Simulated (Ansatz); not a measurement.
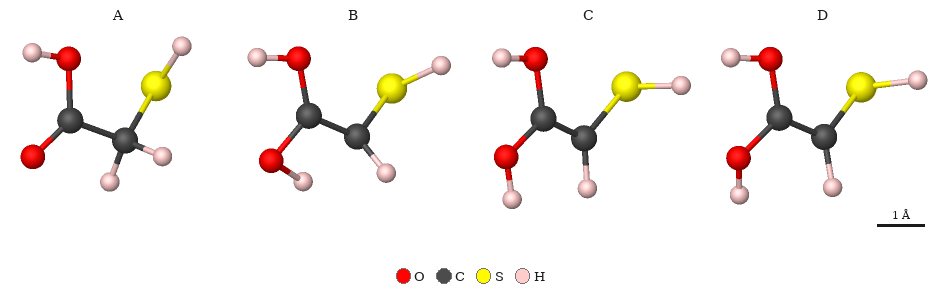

4 geometries from a converged minimum-energy path of C2H4O2S, shuffled. The picture is a ball-and-stick view, seen at a tilt.

Computed with RKS PBE/def2-SVP in Ansatz 0.2.0. Set-up: 7 movable images; climbing image; force threshold 0.05 eV/Å; iteration limit 60; starting path through a guess of the saddle point.

### One of them is the converged climbing image. Which?

B. In order along the path, whose images run from 0 to 8: A (image 2, +0.7 kcal/mol), B (image 5, +60.7 kcal/mol), D (image 7, +26.5 kcal/mol), C (image 8, +24.8 kcal/mol). A hydrogen atom shifts from one atom to another. Breaking: C–H (1.10 → 2.45 Å). Forming: H–O (2.57 → 0.98 Å).

Cost: 96 s on 2 threads of Intel(R) Xeon(R) Platinum 8488C (Sapphire Rapids) (shared host), peak memory 0.15 GiB.
